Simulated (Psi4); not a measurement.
# CH2NSi (SMILES N#C[SiH2]): UM06-2X/cc-pVDZ-DK (sfX2C, sweep point 1)

What is the vertical ionisation energy of CH2NSi at UM06-2X/cc-pVDZ-DK (sfX2C, sweep point 1)? The job is set up through a Python script.

The calculation is run with Psi4 1.11.

### 1 The structure to begin with

The species is CH2NSi (5 atoms), meant as a doublet with charge 0. As SMILES, `N#C[SiH2]`. Geometry: relaxed at PBE0-D4/def2-TZVP.

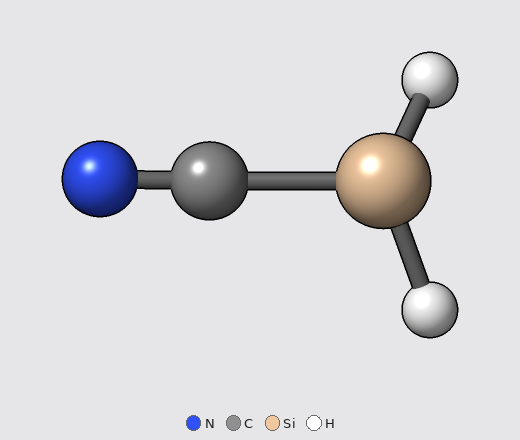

The structure, seen from a chosen angle (nitrogen blue, carbon grey, silicon light orange, hydrogen white).

### 2 The energy at UM06-2X/cc-pVDZ-DK (sfX2C, sweep point 1)

Input file calc.py:

```python
import psi4

psi4.set_memory('1600 MB')
psi4.set_num_threads(1)
psi4.core.set_output_file('psi4.out', False)

mol = psi4.geometry("""
0 2
N      1.96871668    -2.30395409     2.97121639
C      1.06939601    -1.18145677     1.33017822
Si    -0.17385480     0.50606866    -1.42088507
H     -2.75030740    -0.42140893    -1.99120442
H     -0.01965315     3.26166729    -0.96716183
units au
symmetry c1
""")

psi4.set_options({
    'reference': 'uks',
    'puream': True,
    'scf_type': 'pk',
    'dft_radial_points': 99,
    'dft_spherical_points': 590,
    'maxiter': 150,
    'relativistic': 'x2c',
})

e_tot, wfn = psi4.energy('m06-2x/cc-pVDZ-DK', return_wfn=True)
print(f'total energy {e_tot:.8f} hartree = {e_tot * 27.211386:.5f} eV')
for k, v in sorted(psi4.core.scalar_variables().items()):
    print(f'{k:45s} {v:18.10f}')
```

The run is started by

```bash
$ python calc.py
```

psi4.out, shortened:

```text
[...]
  Running in c1 symmetry.
[...]
  Nuclear repulsion =   75.458273848250684
[...]
  Multiplicity = 2
[...]
  Nalpha       = 15
  Nbeta        = 14
[...]
    Number of basis functions: 56
[...]
    WARNING: The X2C and Dirac Hamiltonians have substatially different eigenvalues!
             This is probably caused by the recontraction of the basis set.
[...]
   @UKS iter   1:  -383.97584932178012   -6.44522e-01   7.42365e-03 DIIS/ADIIS
[...]
   @UKS iter   9:  -384.08804452700201   -4.37594e-08   6.26734e-07 DIIS
[...]
   @S^2 Observed:                7.544536637E-01
[...]
    Orbital Energies [Eh]
    ---------------------
    Alpha Occupied:
       1A    -67.236185     2A    -14.784931     3A    -10.580349
       4A     -5.634910     5A     -3.921836     6A     -3.916219
       7A     -3.914725     8A     -1.019819     9A     -0.691646
      10A     -0.524212    11A     -0.461402    12A     -0.441234
      13A     -0.427692    14A     -0.406541    15A     -0.290606
    Alpha Virtual:
      16A      0.020780    17A      0.035594    18A      0.071389
      19A      0.109997    20A      0.141569    21A      0.199413
      22A      0.275821    23A      0.280956    24A      0.310533
      25A      0.415824    26A      0.425261    27A      0.455724
[...]
  @UKS Final Energy:  -384.08804452700201
   => Energetics <=
    Nuclear Repulsion Energy =             75.4582738482506841
    One-Electron Energy =                -677.7149154589906175
    Two-Electron Energy =                 234.3653480290216748
    DFT Exchange-Correlation Energy =     -16.1967509452837390
    Empirical Dispersion Energy =           0.0000000000000000
    VV10 Nonlocal Energy =                  0.0000000000000000
    Total Energy =                       -384.0880445270020118
[...]
 Multipole Moments:
 ------------------------------------------------------------------------------------
     Multipole            Electronic (a.u.)      Nuclear  (a.u.)        Total (a.u.)
 ------------------------------------------------------------------------------------
 L = 1.  Multiply by 2.5417464519 to convert [e a0] to [Debye]
 Dipole X            :          1.4751537           -1.9652287           -0.4900750
 Dipole Y            :         -1.2930512            1.9449222            0.6518710
 Dipole Z            :          0.7172614           -1.7540713           -1.0368099
 Magnitude           :                                                    1.3191225
[...]
```

On the terminal:

```text
total energy -384.08804453 hartree = -10451.56804 eV
CURRENT ENERGY                                   -384.0880445270
CURRENT REFERENCE ENERGY                         -384.0880445270
DD SOLVATION ENERGY                                 0.0000000000
DFT FUNCTIONAL TOTAL ENERGY                      -384.0880445270
DFT TOTAL ENERGY                                 -384.0880445270
DFT VV10 ENERGY                                     0.0000000000
DFT XC ENERGY                                     -16.1967509453
GRID ELECTRONS ALPHA                               14.9999999407
GRID ELECTRONS BETA                                13.9999999839
GRID ELECTRONS TOTAL                               28.9999999246
NUCLEAR REPULSION ENERGY                           75.4582738483
ONE-ELECTRON ENERGY                              -677.7149154590
PCM POLARIZATION ENERGY                             0.0000000000
PE ENERGY                                           0.0000000000
SCF ITERATION ENERGY                             -384.0880445270
SCF ITERATIONS                                      9.0000000000
SCF TOTAL ENERGY                                 -384.0880445270
TWO-ELECTRON ENERGY                               234.3653480290
XC GRID RADIAL POINTS                              99.0000000000
XC GRID SPHERICAL POINTS                          590.0000000000
XC GRID TOTAL POINTS                           278580.0000000000
```

Wall time 26 s (1 thread of AMD EPYC 7R43 (Zen 3), shared host); peak memory 1.3 GiB.

### 3 The singlet cation

Input file calc.py:

```python
import psi4

psi4.set_memory(1600000000)
psi4.set_num_threads(1)
psi4.core.set_output_file('psi4.out', False)

m = psi4.geometry("""
1 1
N      1.96871668    -2.30395409     2.97121639
C      1.06939601    -1.18145677     1.33017822
Si    -0.17385480     0.50606866    -1.42088507
H     -2.75030740    -0.42140893    -1.99120442
H     -0.01965315     3.26166729    -0.96716183
units au
symmetry c1
""")

psi4.set_options({
    'basis': 'cc-pVDZ-DK',
    'puream': True,
    'scf_type': 'pk',
    'dft_radial_points': 99,
    'dft_spherical_points': 590,
    'relativistic': 'x2c',
})

e_tot = psi4.energy('M06-2X', molecule=m)
print(f'M06-2X energy: {e_tot:.10f} Eh')
```

The run is started by

```bash
$ python calc.py
```

psi4.out, shortened:

```text
[...]
  Running in c1 symmetry.
[...]
  Nuclear repulsion =   75.458273848250684
[...]
  Multiplicity = 1
[...]
  Nalpha       = 14
  Nbeta        = 14
[...]
    Number of basis functions: 56
[...]
    WARNING: The X2C and Dirac Hamiltonians have substatially different eigenvalues!
             This is probably caused by the recontraction of the basis set.
[...]
   @RKS iter   1:  -383.64247081529822   -3.11143e-01   6.85779e-03 ADIIS/DIIS
[...]
   @RKS iter   9:  -383.74144325875437   -1.33531e-08   2.70998e-07 DIIS
[...]
    Orbital Energies [Eh]
    ---------------------
    Doubly Occupied:
       1A    -67.559504     2A    -15.030436     3A    -10.811685
       4A     -5.952118     5A     -4.237645     6A     -4.231670
       7A     -4.230002     8A     -1.249955     9A     -0.942265
      10A     -0.770362    11A     -0.710610    12A     -0.660400
      13A     -0.645035    14A     -0.634096
[...]
  @RKS Final Energy:  -383.74144325875437
   => Energetics <=
    Nuclear Repulsion Energy =             75.4582738482506841
    One-Electron Energy =                -669.9454223846070136
    Two-Electron Energy =                 226.7894839181925306
    DFT Exchange-Correlation Energy =     -16.0437786405905705
    Empirical Dispersion Energy =           0.0000000000000000
    VV10 Nonlocal Energy =                  0.0000000000000000
    Total Energy =                       -383.7414432587543729
[...]
 Multipole Moments:
 ------------------------------------------------------------------------------------
     Multipole            Electronic (a.u.)      Nuclear  (a.u.)        Total (a.u.)
 ------------------------------------------------------------------------------------
 L = 1.  Multiply by 2.5417464519 to convert [e a0] to [Debye]
 Dipole X            :          1.1770162           -1.9652287           -0.7882125
 Dipole Y            :         -0.7393233            1.9449222            1.2055990
 Dipole Z            :         -0.4785879           -1.7540713           -2.2326592
 Magnitude           :                                                    2.6569747
[...]
```

The script printed:

```text
M06-2X energy: -383.7414432588 Eh
```

Wall time 16 s (1 thread of AMD EPYC 7R43 (Zen 3), shared host); peak memory 1.3 GiB.

### 4 Results

At UM06-2X/cc-pVDZ-DK (sfX2C, sweep point 1):

```
                                          quantity          value
                      doublet CH2NSi: total energy  -384.08804 Eh
                     doublet CH2NSi: dipole moment         3.35 D
doublet CH2NSi: HOMO energy (highest over α and β)       -7.91 eV
 doublet CH2NSi: LUMO energy (lowest over α and β)       -3.13 eV
                              doublet CH2NSi: ⟨S²⟩          0.754
                      singlet cation: total energy  -383.74144 Eh
                       singlet cation: HOMO energy      -17.25 eV
                       singlet cation: LUMO energy      -10.76 eV
                     singlet cation: HOMO–LUMO gap        6.49 eV
vertical ionisation energy (to the singlet cation)       9.432 eV
```

The vertical ionisation energy comes to 9.43 eV (217 kcal/mol). Only the singlet of the ionised species was computed; a triplet could lie lower.
